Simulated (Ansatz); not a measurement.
## Ir, response to strain

Base system: Ir in the fcc (Cu type) structure (space group Fm-3m, No. 225; a = 3.8444 Å).

Strains are applied to the cell and any free atomic positions relax.

All numbers come from Ansatz (a program for electronic structure), r2SCAN, PAW, cutoff 500 eV, scalar-relativistic without spin-orbit coupling.

Notes on the quantities. energy relative to the base: free energy F.

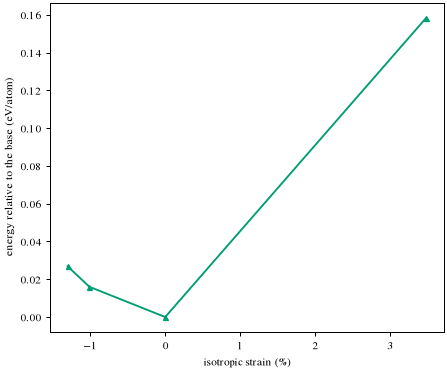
Energy relative to the base against isotropic strain

```json
[
 {"isotropic strain (%)": "-1.3", "energy relative to the base": "+27 meV/atom"},
 {"isotropic strain (%)": "-1.01", "energy relative to the base": "+16 meV/atom"},
 {"isotropic strain (%)": "3.48", "energy relative to the base": "+158 meV/atom"}
]
```

Whether these cells are dynamically stable was not tested. The final runs are not spin-polarised.
